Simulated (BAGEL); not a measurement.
# HF/6-31G(d) (density fitting with qzvpp-jkfit, spherical functions) run of CH3AlF2O (SMILES C[O][Al]([F])[F])

What is the vertical singlet–triplet gap of CH3AlF2O at HF/6-31G* (density fitting with qzvpp-jkfit, spherical functions)? 

The results are computed with BAGEL 1.2.2.

2 further runs of the same task are left out: 2 set aside as unsound or not needed. Runs told in other sessions of the task aren't counted.

## (1) The structure to begin with

The species is CH3AlF2O (8 atoms), meant as a singlet with charge 0. SMILES: `C[O][Al]([F])[F]`. The coordinates come from a PBE0-D4/def2-TZVP relaxation.

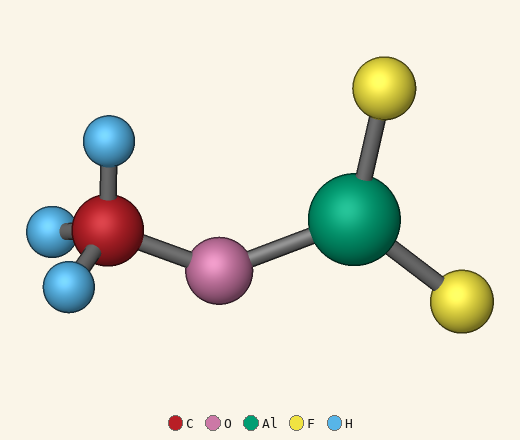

Viewed from a chosen angle; carbon red, oxygen pink, aluminium teal, fluorine yellow, hydrogen blue.

## (2) The energy at HF/6-31G(d) (density fitting with qzvpp-jkfit, spherical functions)

Contents of hf.json:

```json
{ "bagel": [

{
  "title": "molecule",
  "basis": "6-31gs.json",
  "df_basis": "qzvpp-jkfit",
  "angstrom": true,
  "geometry": [
    { "atom": "C", "xyz": [      -0.239000,       0.900700,       0.881500 ] },
    { "atom": "O", "xyz": [      -0.459800,      -0.316300,       0.222600 ] },
    { "atom": "Al", "xyz": [       0.227600,      -1.156300,      -1.035300 ] },
    { "atom": "F", "xyz": [      -0.392600,      -2.602700,      -1.474500 ] },
    { "atom": "F", "xyz": [       1.520300,      -0.581200,      -1.861800 ] },
    { "atom": "H", "xyz": [       0.609600,       1.454200,       0.465200 ] },
    { "atom": "H", "xyz": [      -0.042800,       0.715700,       1.941600 ] },
    { "atom": "H", "xyz": [      -1.131100,       1.528900,       0.804800 ] }
  ]
},

{
  "title": "hf"
},

{
  "title": "print",
  "file": "orbitals.molden",
  "orbitals": true
}

]}
```

The basis set 6-31G* is read from a file made from the Basis Set Exchange's data (not shown).

Run with:

```
$ BAGEL_NUM_THREADS=1 BAGEL hf.json > hf.out
```

The log of the run:

```text
* using 1 threads per process

  ===============================================================
  ===============================================================

  *** Geometry ***

  { "atom" : "C", "xyz" : [     -0.451645,      1.702076,      1.665794 ] },
  { "atom" : "O", "xyz" : [     -0.868896,     -0.597720,      0.420653 ] },
  { "atom" : "Al", "xyz" : [      0.430102,     -2.185090,     -1.956433 ] },
  { "atom" : "F", "xyz" : [     -0.741906,     -4.918390,     -2.786401 ] },
  { "atom" : "F", "xyz" : [      2.872951,     -1.098309,     -3.518292 ] },
  { "atom" : "H", "xyz" : [      1.151977,      2.748040,      0.879101 ] },
  { "atom" : "H", "xyz" : [     -0.080880,      1.352477,      3.669092 ] },
  { "atom" : "H", "xyz" : [     -2.137469,      2.889202,      1.520852 ] },

  Number of auxiliary basis functions:      488

  Since a DF basis is specified, we compute 2- and 3-index integrals:
    o Being stored without compression. Storage requirement is 0.025 GB

  Number of basis functions:       80
  Number of electrons      :       48

    * METHOD: MOLECULE                             0.20

  *** RHF ***

  === Nuclear Repulsion ===
   226.6320566926

      * DIIS with orbital gradients will be used.

  === RHF iteration (6-31gs.json) ===
      0       -555.10816783          0.02653901           0.05
      1       -555.31910253          0.01748376           0.05
      2       -555.44952784          0.00112858           0.05
      3       -555.45033181          0.00037384           0.05
      4       -555.45039951          0.00009178           0.05
      5       -555.45040672          0.00002119           0.05
      6       -555.45040729          0.00000703           0.05
      7       -555.45040734          0.00000217           0.05
      8       -555.45040735          0.00000077           0.05
      9       -555.45040735          0.00000034           0.05
     10       -555.45040735          0.00000012           0.05
     11       -555.45040735          0.00000006           0.05
     12       -555.45040735          0.00000001           0.05
     13       -555.45040735          0.00000000           0.05
    * SCF iteration converged.

    * Permanent dipole moment:
           (   -0.019668,    -0.729508,    -0.502312) a.u.

    * METHOD: HF                                   0.87

    * METHOD: PRINT                                0.01

  ===============================================================
```

Run time: 1.2 s. Hardware: 1 thread of Arm Neoverse V2, shared host; peak memory 0.11 GiB.

## (3) The triplet at the same level

Contents of input.json:

```json
{ "bagel" : [

{
  "title" : "molecule",
  "basis" : "6-31gs.json",
  "df_basis" : "qzvpp-jkfit",
  "angstrom" : true,
  "geometry" : [
    { "atom" : "C", "xyz" : [   -0.239000,    0.900700,    0.881500 ] },
    { "atom" : "O", "xyz" : [   -0.459800,   -0.316300,    0.222600 ] },
    { "atom" : "Al", "xyz" : [    0.227600,   -1.156300,   -1.035300 ] },
    { "atom" : "F", "xyz" : [   -0.392600,   -2.602700,   -1.474500 ] },
    { "atom" : "F", "xyz" : [    1.520300,   -0.581200,   -1.861800 ] },
    { "atom" : "H", "xyz" : [    0.609600,    1.454200,    0.465200 ] },
    { "atom" : "H", "xyz" : [   -0.042800,    0.715700,    1.941600 ] },
    { "atom" : "H", "xyz" : [   -1.131100,    1.528900,    0.804800 ] }
  ]
},
{ "title" : "uhf", "nopen" : 2 },
{ "title" : "print", "file" : "orbitals.molden", "orbitals" : true }

]}
```

The basis set 6-31G* is read from a file made from the Basis Set Exchange's data (not shown).

Run with:

```
$ BAGEL_NUM_THREADS=1 BAGEL input.json > input.out
```

The log of the run:

```text
* using 1 threads per process

  ===============================================================
  ===============================================================

  *** Geometry ***

  { "atom" : "C", "xyz" : [     -0.451645,      1.702076,      1.665794 ] },
  { "atom" : "O", "xyz" : [     -0.868896,     -0.597720,      0.420653 ] },
  { "atom" : "Al", "xyz" : [      0.430102,     -2.185090,     -1.956433 ] },
  { "atom" : "F", "xyz" : [     -0.741906,     -4.918390,     -2.786401 ] },
  { "atom" : "F", "xyz" : [      2.872951,     -1.098309,     -3.518292 ] },
  { "atom" : "H", "xyz" : [      1.151977,      2.748040,      0.879101 ] },
  { "atom" : "H", "xyz" : [     -0.080880,      1.352477,      3.669092 ] },
  { "atom" : "H", "xyz" : [     -2.137469,      2.889202,      1.520852 ] },

  Number of auxiliary basis functions:      488

  Since a DF basis is specified, we compute 2- and 3-index integrals:
    o Being stored without compression. Storage requirement is 0.025 GB

  Number of basis functions:       80
  Number of electrons      :       48

    * METHOD: MOLECULE                             0.20

  *** Open-shell HF ***

  === Nuclear Repulsion ===
   226.6320566926

      * DIIS with orbital gradients will be used.

  === UHF iteration (6-31gs.json) ===
      0       -554.73737484          0.05361463           0.11
      1       -554.99469202          0.04008085           0.11
      2       -555.11594054          0.02554682           0.11
      3       -555.20352208          0.00438544           0.11
      4       -555.21573177          0.00257743           0.11
      5       -555.22038233          0.00087108           0.11
      6       -555.22087760          0.00017267           0.11
      7       -555.22090938          0.00003816           0.11
      8       -555.22091443          0.00001979           0.10
      9       -555.22091653          0.00000905           0.11
[... 51 lines of this table left out ...]
     61       -555.22091786          0.00000001           0.10
     62       -555.22091786          0.00000001           0.11
     63       -555.22091786          0.00000001           0.11
     64       -555.22091786          0.00000001           0.11
    * SCF iteration converged.

    * S^2 (UHF) is 2.0101

    * Permanent dipole moment:
           (    0.672615,    -2.023734,    -2.094354) a.u.

    * METHOD: UHF                                  6.99

    * METHOD: PRINT                                0.01

  ===============================================================
```

It took 7.5 s on 1 thread of Arm Neoverse V2, shared host; peak memory 0.11 GiB.

## (4) Results

Level: HF/6-31G* (density fitting with qzvpp-jkfit, spherical functions).

| quantity | value |
| --- | --- |
| singlet: total energy | -555.45041 Eh |
| singlet: dipole moment | 2.25 D |
| singlet: HOMO energy | -12.56 eV |
| singlet: LUMO energy | 2.32 eV |
| singlet: HOMO–LUMO gap | 14.88 eV |
| triplet: total energy | -555.22092 Eh |
| triplet: dipole moment | 7.60 D |
| triplet: ⟨S²⟩ | 2.010 |
| vertical energy of the triplet above the singlet | 6.245 eV |

In words: At this shape the triplet lies 6.24 eV (144 kcal/mol) above the singlet.
